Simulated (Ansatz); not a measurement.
# Ligand exchange: In(CH3)2F + C2H2F3I → In(CH3)2I + C2H2F4

Gas-phase species: In(CH3)2F, singlet; C2H2F3I (1,1,1-trifluoro-2-iodoethane) `FC(F)(F)CI`, singlet; In(CH3)2I, singlet; C2H2F4 (norflurane) `FCC(F)(F)F`, singlet. The partners trade F for I: In–F and C–I bonds give way to In–I and C–F.

Shapes, held fixed at every level: PBE0-D4/def2-TZVP. Programs: Ansatz 0.2.0. The zero-point and thermal change to 298 K, harmonic and unscaled (PBE0-D4/def2-TZVP), is +4.6 kJ/mol.

| level | kind | ΔH(298 K) (kJ/mol) | less CCSD(T)/def2-TZVPP |
| --- | --- | --- | --- |
| HF/def2-TZVPP | Hartree–Fock | -70.0 | -36.8 |
| PBE-D4/def2-TZVPP | GGA | -29.1 | +4.1 |
| r2SCAN-D4/def2-TZVPP | meta-GGA | -35.3 | -2.1 |
| B2PLYP/def2-TZVPP | double hybrid | -33.5 | -0.3 |
| CCSD/def2-SVP | coupled cluster or CI | -55.5 | -22.3 |
| CCSD/def2-TZVPP | coupled cluster or CI | -37.8 | -4.6 |
| CCSD(T)/def2-TZVPP | coupled cluster or CI | -33.2 | 0.0 |

The highest level, CCSD(T)/def2-TZVPP, gives ΔH(298 K) = -33.2 kJ/mol; the levels span -70.0 to -29.1. The column of differences is taken from that level and isn't an error. No measured value is set beside it here. For atoms past krypton def2 sets carry core potentials with scalar relativity. Outer-core shells of I, In are correlated, in sets that cover them unevenly.

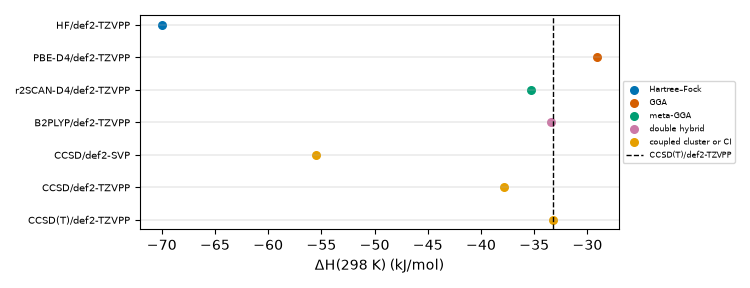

The values of the table, level by level.
